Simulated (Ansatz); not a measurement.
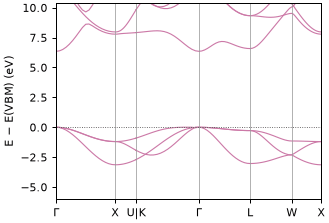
Figure: Band structure from the program Ansatz at the PBEsol level (PAW)

Question: Read off the gap and where the band edges lie.

Answer: About 6.3 eV (6.35 eV by a search for the band edges); maximum on the K–Γ line, 79 % of the way from K, minimum at Γ.

The material is LiCl (rock salt, Fm-3m).

The cell was relaxed with PBEsol under the symmetry of its start.

Potentials: the later of the program's two PAW sets.
